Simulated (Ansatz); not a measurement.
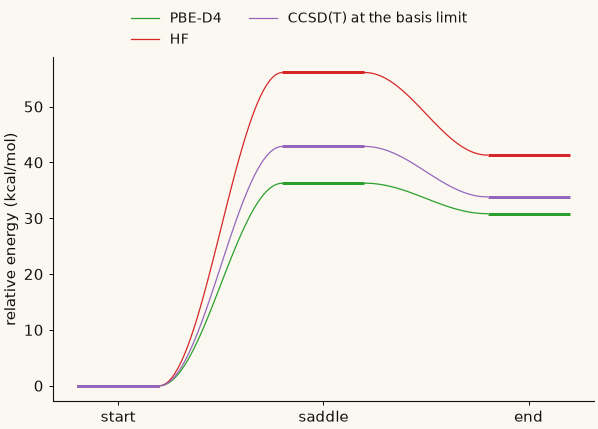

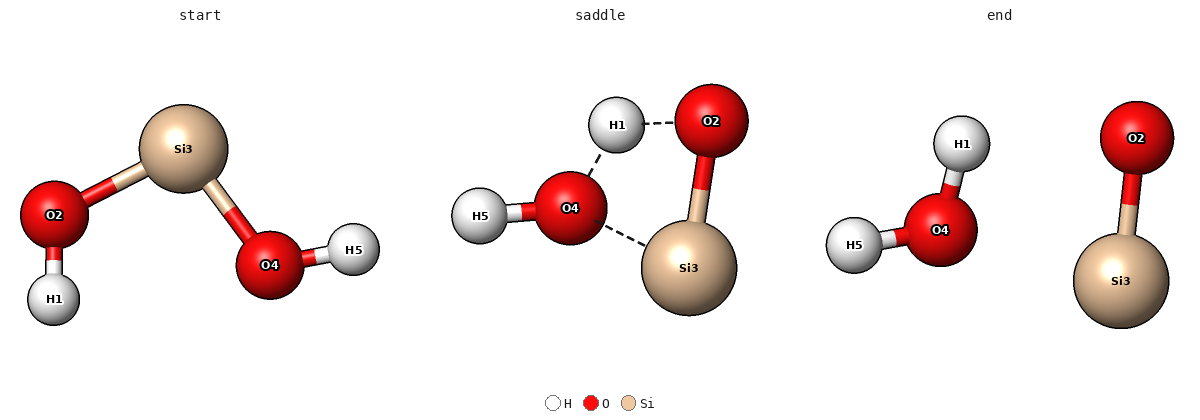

One elementary step of SiH₂O₂: start, first-order saddle point (changing pairs dashed) and end. Electronic energies at PBE0-D4/def2-TZVP geometries, energies in def2-TZVPP, the Ansatz code; cores frozen in correlated methods, no zero-point terms. Start and end are the structures at the ends of the path (complexes, where there are several molecules). The limit is the MP2 basis limit plus CCSD(T) less MP2 in triple zeta. Lines between the levels only guide the eye.

> Which bonds change in the step?

H1–O4 (2.49 → 1.13 → 0.97 Å) forms; H1–O2 (0.96 → 1.38 → 2.22 Å) breaks; Si3–O4 (1.66 → 1.94 → 2.38 Å) stretches to a weak contact (lengths at start, saddle and end; changes of bond order aren't listed). The imaginary mode at the saddle is 1102.1i cm⁻¹ (PBE0-D4).

> What are the heights of saddle and end over the start, in kcal/mol?

```
                     level  barrier  reverse barrier  step energy
                    PBE-D4     36.3              5.5         30.8
                        HF     56.1             14.8         41.3
CCSD(T) at the basis limit     42.9              9.0         33.8
```
